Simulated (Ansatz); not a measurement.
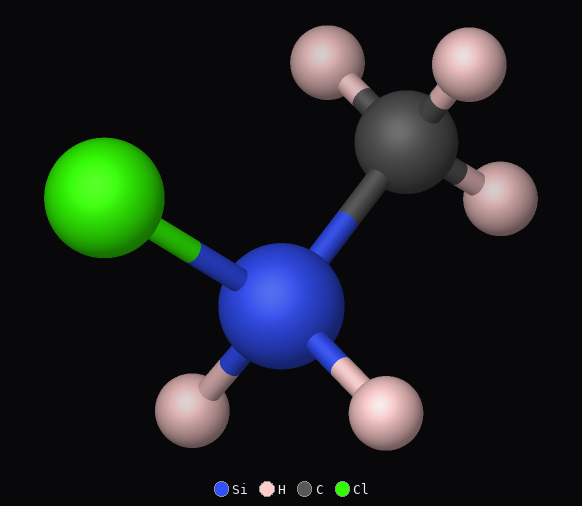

The picture shows a molecular structure as a ball-and-stick model.

The geometry was computed by an optimisation with PBE0-D4/def2-TZVP.

Question: Count the atoms of each element.

Answer: CH₅ClSi, 8 atoms: 1 carbon, 5 hydrogen, 1 chlorine and 1 silicon.

Question: What is the point group of this geometry?

Answer: Cs.

Question: How many atoms are distinct by symmetry?

Answer: 6: 1 Si, 2 H, 1 C, 1 Cl, 1 H, 2 H.

More results for the same structure follow; atom numbers are the same in all pictures, views and colours differ.

## Shape

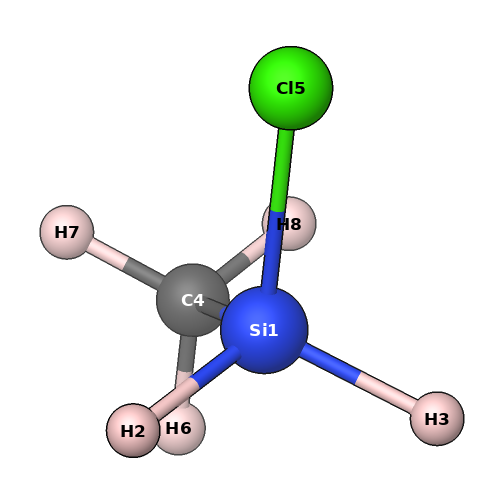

C4 lies behind Si1. The molecule seen a little off the Si1–C4 bond, Si1 in front. Atoms fade into the background with distance from the viewer.

Question: What is the torsion angle Cl5–Si1–C4–H6? The sign is positive where the front bond must turn clockwise to cover the back bond.

Answer: 180°, antiperiplanar (anti). The bonds about Si1–C4 are staggered.

## Charges

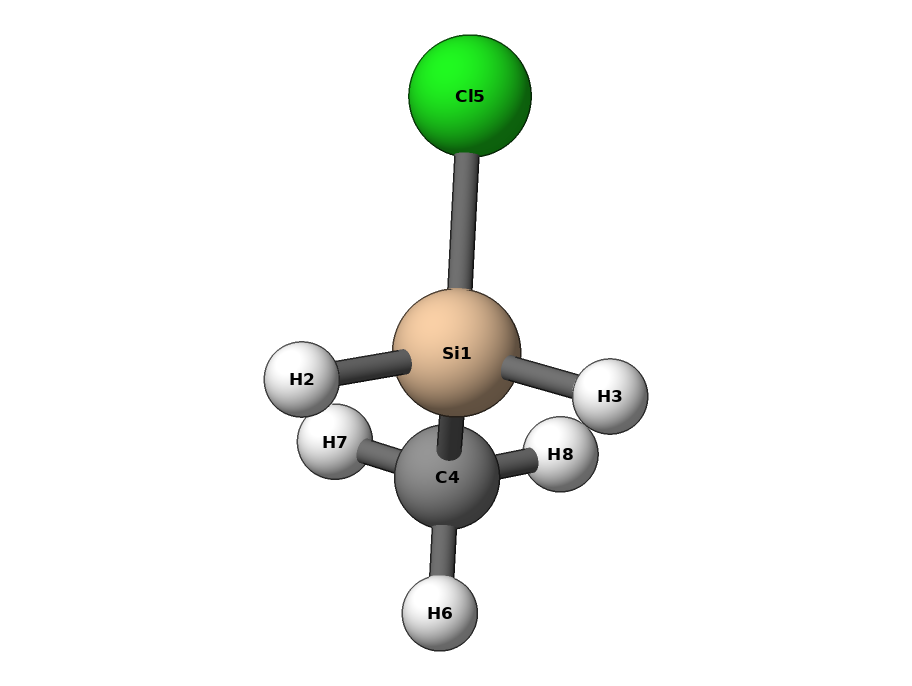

The questions are on Mulliken charges. Level of theory: RKS PBE0-D4/def2-TZVP (Ansatz 0.2.0).

Question: Which atom carries the highest charge (most positive or least negative)?

Answer: Si1 (0.36 e).

Question: And the lowest?

Answer: C4 (−0.49 e).

List the Mulliken charges.

```csv
atom,value (e)
Si1,0.36
H2,−0.02
H3,−0.02
C4,−0.49
Cl5,−0.27
H6,0.14
H7,0.15
H8,0.15
```

## Vibrations

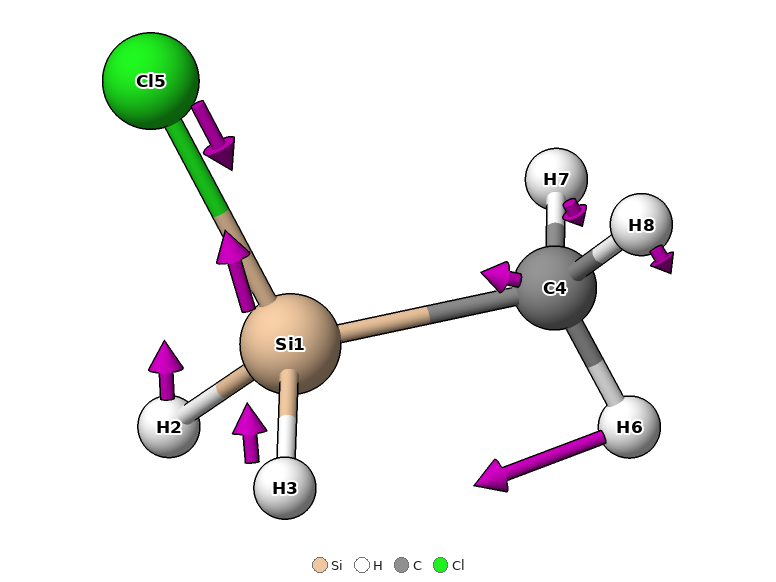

The arrows show one normal mode. Harmonic vibrations computed with RKS PBE0-D4/def2-TZVP (Ansatz 0.2.0) at a stationary point of the same level.

Question: What kind of motion is it?

Answer: Mostly Cl–Si stretching.

Question: Estimate its harmonic wavenumber.

Answer: 528 cm⁻¹; it is mode 4 of 18 counted from the lowest.

## Electronic properties

Method: RKS PBE0-D4/def2-TZVP (Ansatz 0.2.0).

Question: What is the dispersion correction?

Answer: −11.9 kJ/mol.

Question: Estimate the dipole moment.

Answer: 1.87 D.

## Thermal motion

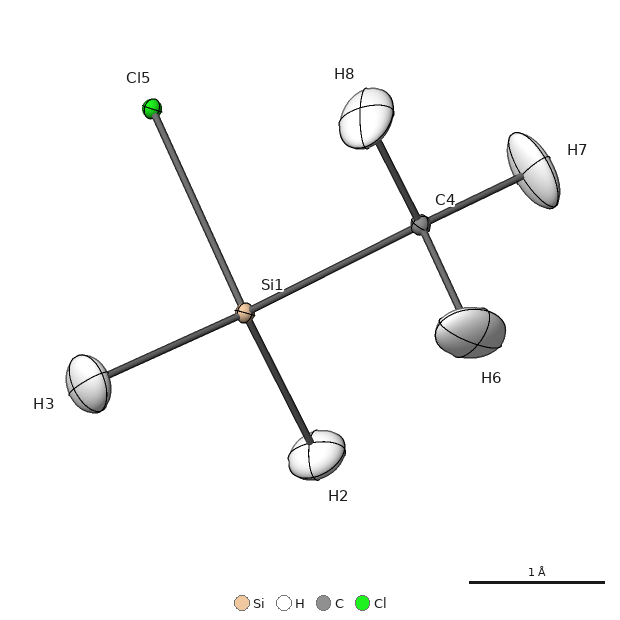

Displacement ellipsoids at the 50 % level, from the internal vibrations of the free molecule (harmonic, no overall translation or rotation; no half-axis is drawn under 0.075 Å). Vibrations computed with RKS PBE0-D4/def2-TZVP (Ansatz 0.2.0). Temperature: 0 K (zero-point motion alone).

Give the displacement parameters, one line for each set of equivalent atoms.

```tsv
atom	U_eq (Å²)	rms amplitudes (Å)
Si1	0.00061	0.017, 0.023, 0.032
H2, H3	0.0167	0.087, 0.145, 0.146
C4	0.0014	0.020, 0.032, 0.053
Cl5	0.00035	0.009, 0.015, 0.027
H6	0.0237	0.086, 0.144, 0.207
H7, H8	0.0224	0.074, 0.140, 0.205
```

Mulliken values depend strongly on the basis set and can even reverse the polarity of a bond.
